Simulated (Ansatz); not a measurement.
**AlF6P: density, localisation and related maps**

Input

```
crystal:
  periodic: [false, false, false]
  atoms:
    - {symbol: Al, position_ang: [0.856204, -1.162023, 0.268492]}
    - {symbol: F, position_ang: [-0.112218, -1.808277, 1.447123]}
    - {symbol: F, position_ang: [2.192253, -0.288930, 0.712058]}
    - {symbol: F, position_ang: [0.764597, -1.771024, -1.269639]}
    - {symbol: F, position_ang: [-0.891219, 1.814527, 0.998646]}
    - {symbol: F, position_ang: [-0.129733, 1.839774, -1.288978]}
    - {symbol: F, position_ang: [-2.071602, 0.546933, -0.678887]}
    - {symbol: P, position_ang: [-0.608283, 0.829020, -0.188795]}
basis:
  gaussian: {orbitals: def2-SVPD}
hamiltonian: {xc: pbe0}
output: {forces: true, orbitals: {seedname: orbitals}}
```

Command:

```sh
ansatz run input.yaml --threads 2 --pin off --max-ram 5220MiB --events-out events.jsonl --progress --plain --runs-dir runs
```

Geometry: PBE0-D4/def2-SVP.

All numbers below come from Ansatz, isolated molecule in a Gaussian basis; Kohn-Sham density functional theory, functional PBE0.

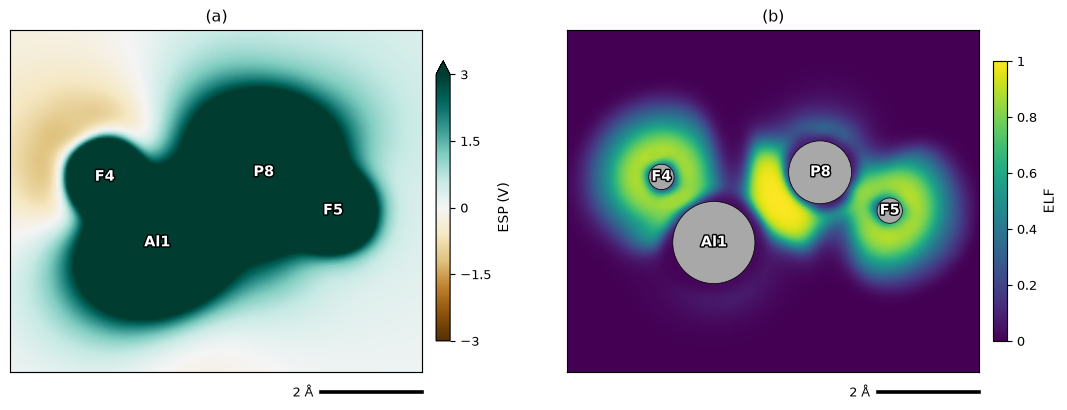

Figure 1. (a) electrostatic potential; (b) ELF on the plane of atoms Al1, P8 and F5. Grey discs cover the atomic cores in the ELF map.

Describe what can be read from this map.

The plane passes through Al, F and P nuclei. P–F (1.57 Å): the ELF peaks at about 0.85 in the valence shell of F, 0.6 Å from its nucleus, and is about 0.65 at the midpoint. Al–F (1.66 Å): the ELF peaks at about 0.85 in the valence shell of F, 0.6 Å from its nucleus, and is about 0.25 at the midpoint. Al–P (2.51 Å): the ELF peaks at about 1 between the atoms (localised, covalent bonding). The ELF also peaks beside F5 and F4, away from the bonds: lone-pair regions. Outside the dense part of the molecule the potential is most negative (−1.2 V) near F4.

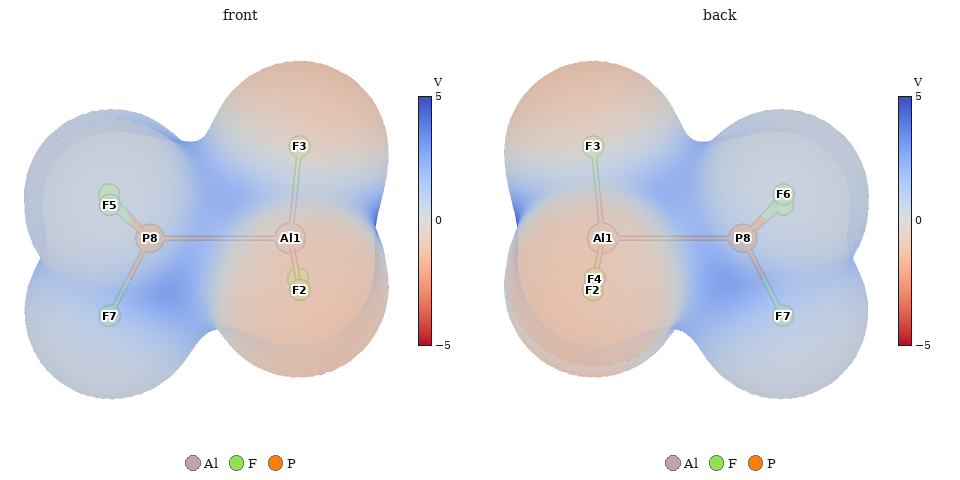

Figure 2. The electrostatic potential painted on the density surface at 0.002 e/bohr³, seen from the front and from behind; red is negative and blue positive.

Describe the electrostatic potential map.

The most negative region (about −1.1 V, or −25 kcal/mol for a unit charge) lies over F2, F3 and F4, the most positive (about +4.1 V, or +95 kcal/mol for a unit charge) over Al1.

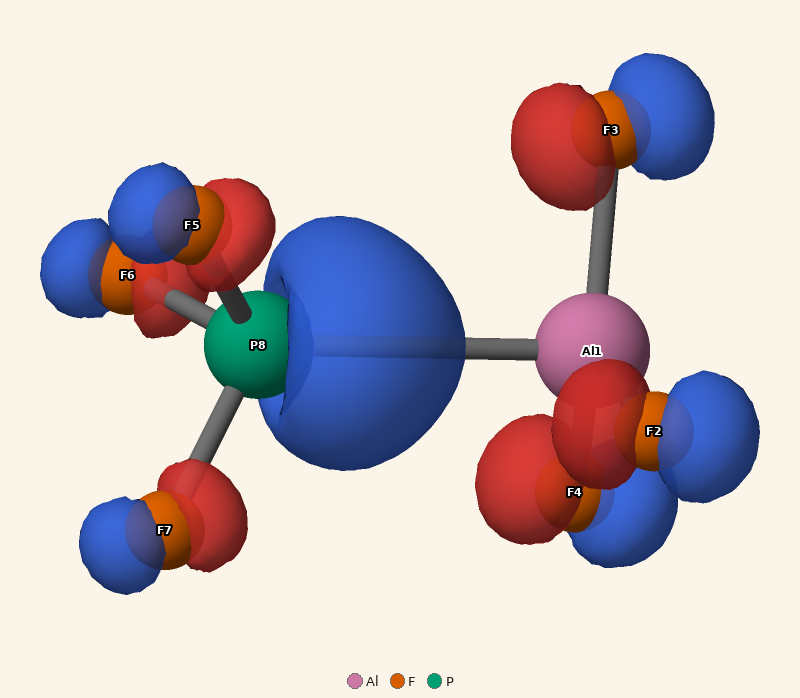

Figure 3. One frontier orbital at ±0.2 Å⁻³ᐟ² (red and blue are the two phases), seen at a tilt.

Which orbital is it: HOMO or LUMO?

The HOMO, at −11.02 eV. By Hirshfeld shares it lies mainly on P8 (about 30 %), F2 (about 15 %), F3 (about 15 %), F4 (about 15 %), F5 (about 5 %), F6 (about 5 %) and F7 (about 5 %).
